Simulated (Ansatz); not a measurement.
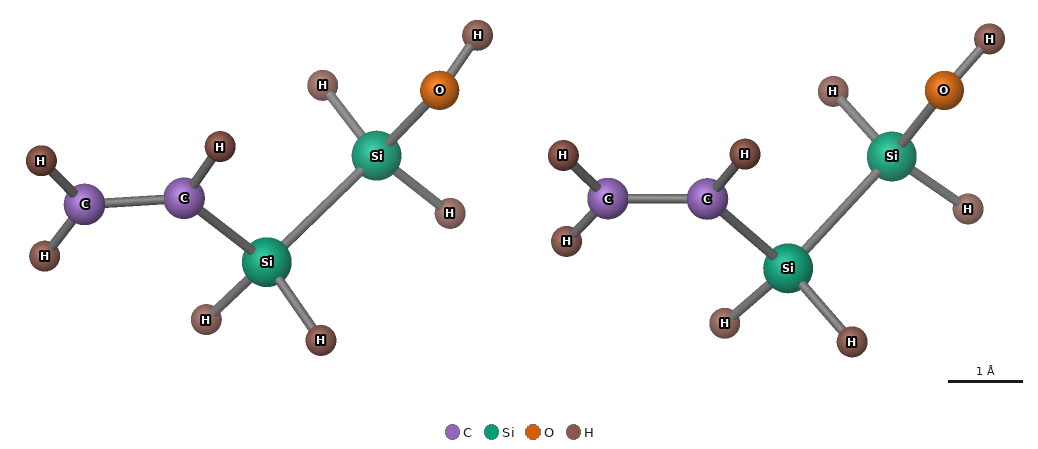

Two geometries of C2H8OSi2 (coarse preliminary run), drawn at one scale. One is the start of a relaxation, the other its converged end. Style: ball-and-stick. Shown at a tilt.

Level of theory: RKS PBE-D4/def2-SVP (Ansatz 0.2.0). (force threshold 0.03 eV/Å; at most 200 steps)

Q: Which geometry has the lower energy?

A: The right one is the relaxed one. The start comes from a force field. Over 5 accepted moves (6 points after the start) the energy falls by 15.8 kJ/mol. Largest force component: 1.2 eV/Å at the start, 0.012 eV/Å at the end. The line search rejected the trial step at point 5 of the run. The largest move after the best rigid fit is that of an H atom, 0.26 Å. By element the largest moves are H 0.26 Å, O 0.20 Å, C 0.12 Å, Si 0.09 Å. Near-neighbour distances that change, for instance: C–Si 1.828 → 1.879 Å, H–Si 1.475 → 1.509 Å, C–H 1.074 → 1.107 Å, Si–Si 2.324 → 2.351 Å. Among the angles between lasting bonds that change: Si–Si–O 110.6° → 103.9°, H–Si–H 103.3° → 108.6°, C–C–Si 128.3° → 124.3°. Cost: 5.5 s on 4 threads of Intel Xeon 6975P-C, with other jobs on the host.
